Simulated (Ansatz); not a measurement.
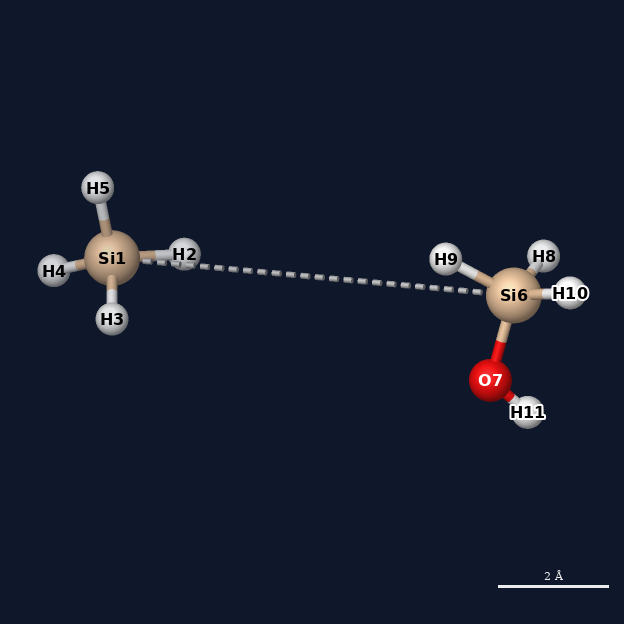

Two molecules or ions; the broken line marks their closest contact (measured against van der Waals radii). Geometry: a pair of rigid molecules at a changed separation. Program: Ansatz 0.2.0.

Q: Which two species are they?

A: SiH4 and H4OSi (`O[SiH3].[SiH4]`).

Q: How long is the contact?

A: Si1···Si6 is 8.05 Å.

Give the counterpoise-corrected interaction energy (kcal/mol, monomers kept as in the pair) with RHF-CCSD(T) (frozen core)/def2-TZVPPD.

| level | interaction energy (kcal/mol) |
| --- | --- |
| RHF-CCSD(T) (frozen core)/def2-TZVPPD | 0.0 |
